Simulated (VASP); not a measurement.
Band structure of RhSb (relaxed from the CsCl type structure, space group Pm-3m). Level of theory: r2SCAN meta-GGA, VASP's PBE PAW potentials (set 64) (plane waves; VASP).

Unless said otherwise, spin-orbit coupling is left out, though it shifts the bands of the heavy elements here.

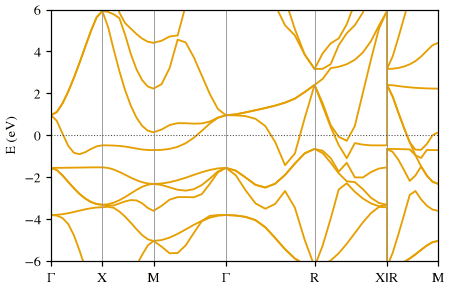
*Bands along high-symmetry lines, zero at the valence-band maximum or, without a gap, the Fermi level*

Read the plot: is there a gap, and where are the band edges?

It has no gap at this level: it comes out as a metal or semimetal.

The structure was generated: RhSb was put into the CsCl type type (Pm-3m), which need not be its known phase. It was relaxed first, which changed the volume by -28 %.
